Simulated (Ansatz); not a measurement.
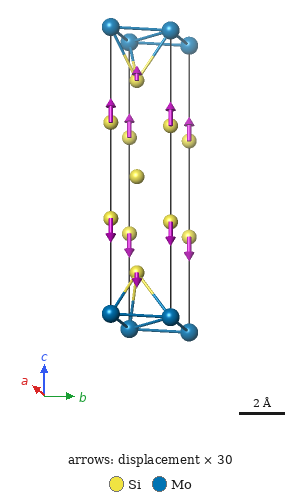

A relaxation of crystalline Si$_{5}$Mo (a generated structure, set up in P-6m2) (coarse preliminary run). The starting structure is drawn; purple arrows show the displacements (the part carried along by the change of the cell is left out), magnified 30 times.

Style: ball-and-stick. Shown: the cell of the calculation, from a free direction.

All numbers below come from Ansatz, DFT PBE, scalar-relativistic, plane waves, PAW.

Input file:
```yaml
crystal:
  lattice:
    - [2.75471027, 0.0, 0.0]
    - [-1.37735513, 2.38564907, 0.0]
    - [0.0, 0.0, 13.38993254]
  atoms:
    - { symbol: Si, position: [0.66666667, 0.33333333, 0.83533365] }
    - { symbol: Si, position: [0.0, 0.0, 0.66764224] }
    - { symbol: Si, position: [0.66666667, 0.33333333, 0.5] }
    - { symbol: Si, position: [0.0, 0.0, 0.33235776] }
    - { symbol: Si, position: [0.66666667, 0.33333333, 0.16466635] }
    - { symbol: Mo, position: [0.0, 0.0, 0.0] }
basis:
  ecutwfc: 420
kpoints:
  mp_grid: { grid: [6, 6, 2] }
hamiltonian:
  xc: pbe
scf:
  occupations: { method: gaussian, width: 0.1 }
  lower_state_search: "off"
output:
  forces: true
  stress: true
  eigenvalues: true
relax:
  adjacent_minimum: "off"
  f_tol: 0.04
  max_steps: 70
  cell: { stress_tol: 0.4 }
```

Run as
```bash
ansatz run input.yaml --threads 1 --pin off --max-ram 2560MiB --backend cpu --events-out ev --progress --plain --runs-dir out
```

### Describe the change and its energy.

The largest moves relative to the cell, 0.038 Å, are those of Si2 and Si4. Si4 goes along −c. Mo stays in place. Cell: a = b 2.755 → 2.949 Å (+7.1 %), c 13.390 → 11.868 Å (−11.4 %). Volume +1.6 %. Near-neighbour distances that change, for instance: Mo6–Mo6 2.755 → 2.949 Å, Si1–Mo6 2.719 → 2.574 Å. Among the angles between lasting bonds that change: Mo6–Si1–Mo6 60.9° → 69.9°. The space group stays P-6m2 (No. 187). Over 7 accepted moves (9 points after the start) the energy falls by 116 meV per atom. Largest force component: 0.57 eV/Å at the start, 0.022 eV/Å at the end. The pressure goes from −0.42 to 0.08 GPa. The line search rejected the trial step at point 5 of the run. At 1 point the geometry stayed and the basis and grid were re-selected for the new cell (energy shift of 0.6 meV per atom at most each time). Cost: 31 s on 1 thread of Intel(R) Xeon(R) Processor @ 2.70GHz, with other jobs on the host, peak memory 0.36 GiB.

Limits of the set-up: the k-point mesh is coarse for a cell with partly filled bands.
